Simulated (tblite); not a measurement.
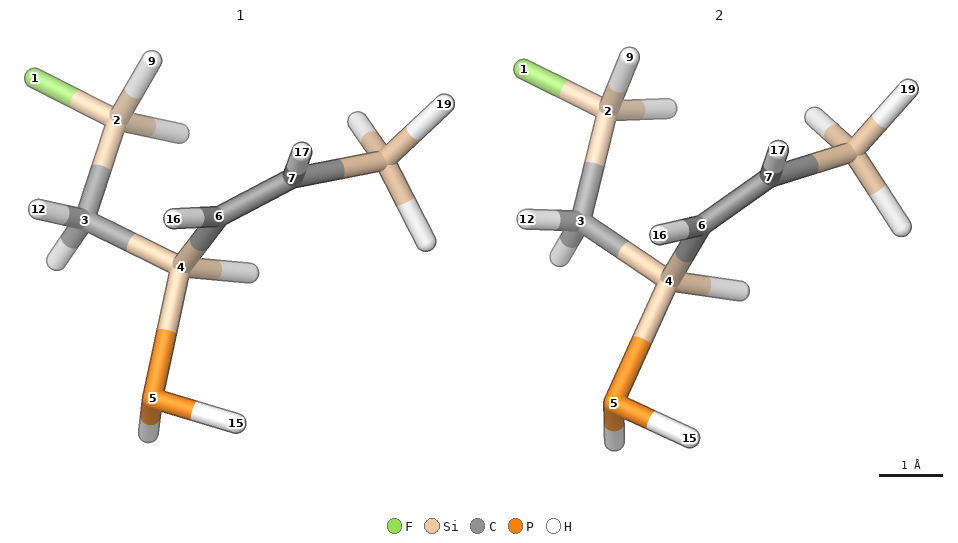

Two geometries of C3H12FPSi3, drawn at one scale. One is the start of a relaxation, the other its converged end. A stick model, seen at a tilt.

Theory: GFN2-xTB geometry optimisation, gas phase in tblite. 

**Which of the two is the end point?**

Structure 2 is the relaxed one. The atom that moves furthest after the best rigid fit is an H atom (0.53 Å). By element the largest moves are H 0.53 Å, P 0.33 Å, C 0.30 Å, Si 0.30 Å, F 0.26 Å. Some distances before and after: C–Si 1.849 → 1.907 Å, C–Si 1.834 → 1.888 Å, H–Si 1.498 → 1.455 Å, P–Si 2.224 → 2.255 Å. Bond angles that change, for instance: Si–C–Si 106.0° → 115.0°, P–Si–H 105.2° → 113.9°, H–Si–H 109.5° → 114.5°. The energy falls by 7.68 kcal/mol in 147 geometry steps. Cost: 2.8 s on 1 thread of Arm Neoverse N1, with other jobs on the host.
